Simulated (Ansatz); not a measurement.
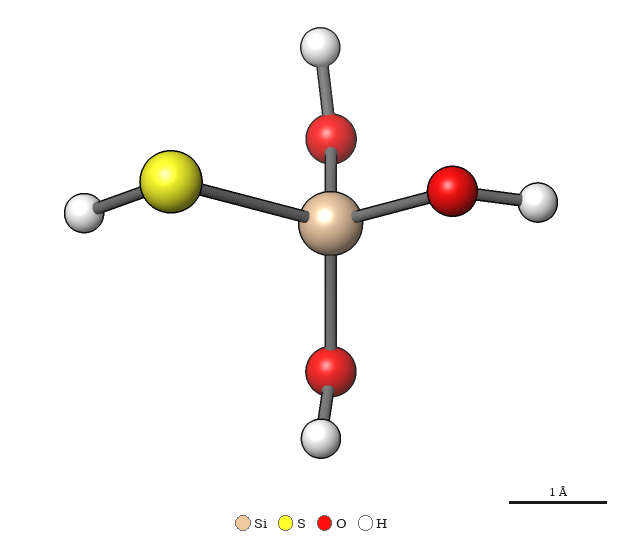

Ball-and-stick drawing of a structure. Every bond is drawn as one stick, whatever its order.

What does the picture show?

The molecule is H₄O₃SSi. This geometry has Cs symmetry. Coordination: 1 Si tetrahedral; 1 S bent; 3 O bent.

More results for the same structure follow; atom numbers are the same in all pictures, views and colours differ. Computed geometry: PBE0-D4/def2-TZVP optimisation.

**Geometry**

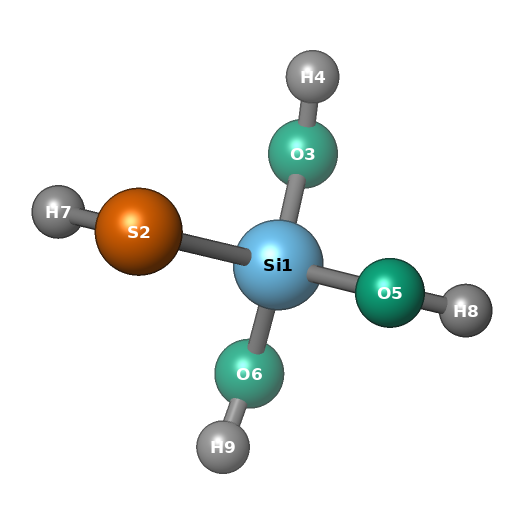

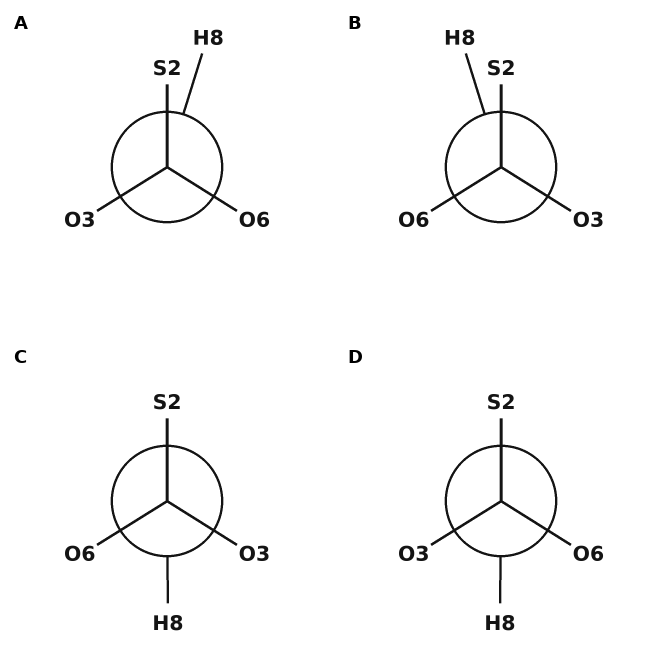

Depth is shown by fading: the farther an atom, the more it takes the colour of the background. Bonds that would overlap in a projection are set slightly apart.

Which Newman projection shows the view along Si1–O5, with Si1 in front?

D. The torsion angle S2–Si1–O5–H8 is 180°, antiperiplanar (anti).

**Electronic properties**

Method: RKS PBE0-D4/def2-SVP (Ansatz 0.2.0).

Give the dispersion correction at this level.

−18.2 kJ/mol.

**Vibrations**

Harmonic vibrations computed with RKS PBE0-D4/def2-TZVP (Ansatz 0.2.0) at a stationary point of the same level.

How many vibrational modes are there, and where do they lie?

21 modes: 72, 155, 209, 281, 309, 310, 332, 356, 368, 527, 747, 788, 807, 859, 889, 976, 985, 2712, 3915, 3928, 3929 cm⁻¹.

**Dipole moment**

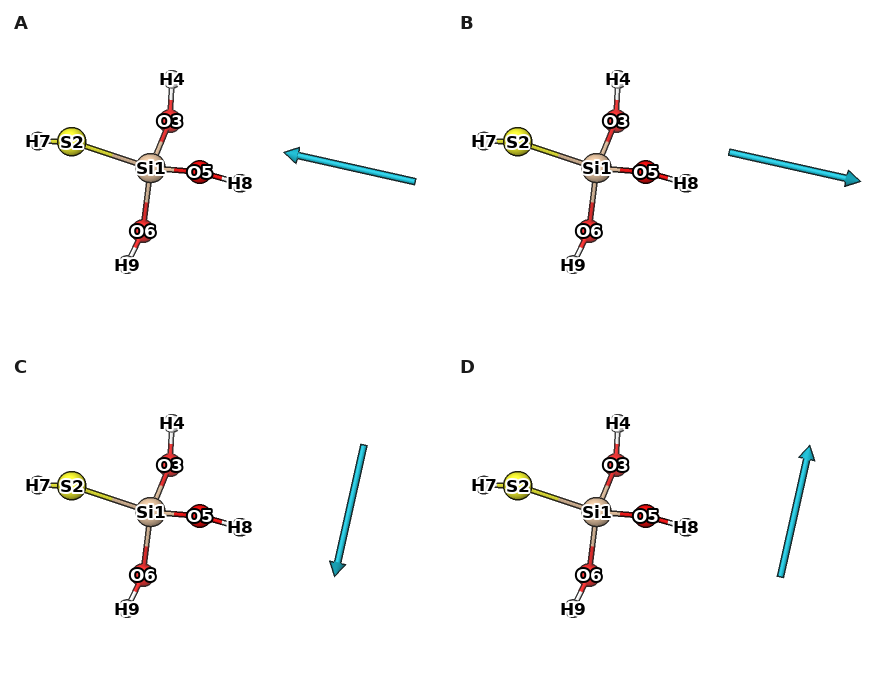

The same molecule four times, each with an arrow. Level of theory: RKS PBE0-D4/def2-TZVP (Ansatz 0.2.0).

Which arrow points along the dipole moment, from the negative to the positive end?

B. The dipole moment is 0.68 D; it points from the side of H7 to the side of H8 (the outermost atoms at the two ends).
